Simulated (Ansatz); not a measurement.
```xyz
6

Sn    0.0197   -0.0332   -0.2595
Cl    0.0027   -0.0063    3.4608
H     1.6170    0.0580   -0.9268
Cl   -1.0951    1.8977   -1.0681
H    -0.8579   -1.3709   -0.9267
H    -0.0003    0.0014    4.7490
```

Core potentials replace the inner electrons of Sn.

The calculation used UKS PBE0-D4/def2-SVP in Ansatz 0.2.0.

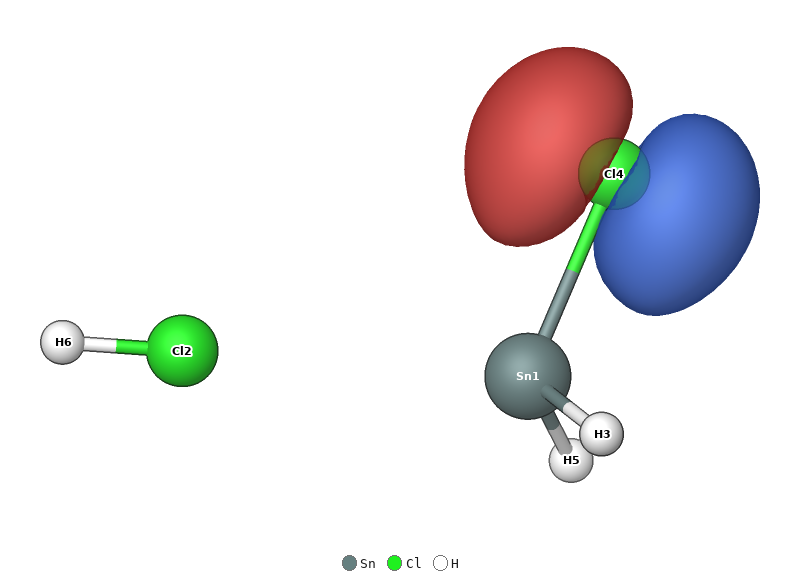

ClH2Sn···HCl (doublet). The HOMO−1 (β) at ±0.15 Å⁻³ᐟ² (blue and red are the two phases), seen across its widest extent.

Q: What is the character of this orbital?

A: By Hirshfeld shares it lies mainly on Cl4 (about 90 %); largely a lone pair of Cl4. Its energy is −8.59 eV.
